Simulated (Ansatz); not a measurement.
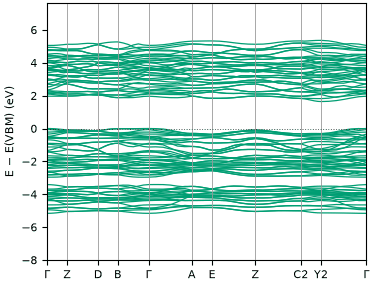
Band structure from DFT-r²SCAN in the program Ansatz with PAW potentials

The gap is 1.62 eV; an edge lies off the plotted path or next to a special point (maximum at Γ, minimum off the standard path).

Task: Pick the material that matches.
A. CuF2, P2_1/c (Cu on 2b, F on 4e)
B. AsSe, P2_1/c (Pearson symbol mP32)
C. NiS2, P2_1/c (Ni on 2a, S on 4e)
D. FeTeAs, P2_1/c (Fe on 4e, Te on 4e, As on 4e)

Result: B, AsSe, P2_1/c (Pearson symbol mP32)

The first step of the workflow began from a Materials Project structure, measured or hypothetical; the Crystallography Open Database files this formula in space group No. 14, but the cells were not matched. Its standing as an ambient phase is unchecked. The cell was relaxed with r²SCAN under the symmetry of its start; whether a distortion lowers the energy is not shown. A crystal of weakly bound molecules computed without a dispersion correction: the cell and the soft elastic constants depend strongly on that. Spin–orbit coupling is left out wherever it is not named.

Potentials: the later of the program's two PAW sets.
